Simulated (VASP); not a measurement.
Band structure of FePt (L1_0). These are SCAN meta-GGA, VASP's PBE PAW potentials (set 64) (plane waves; VASP 6.6.1) values and carry that method's errors.

Unless said otherwise, spin-orbit coupling is left out, though it shifts the bands of the heavy elements here.

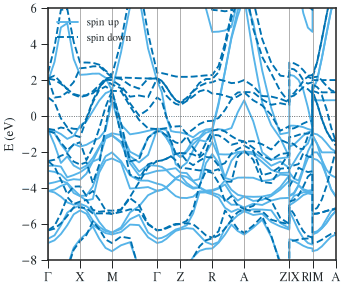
Figure. Bands along high-symmetry lines, zero at the valence-band maximum or, without a gap, the Fermi level

Problem. Read the plot: is there a gap, and where are the band edges?

Solution. It has no gap at this level: it comes out as a metal or semimetal.

The compound is FePt in the L1_0 structure. It was relaxed first.
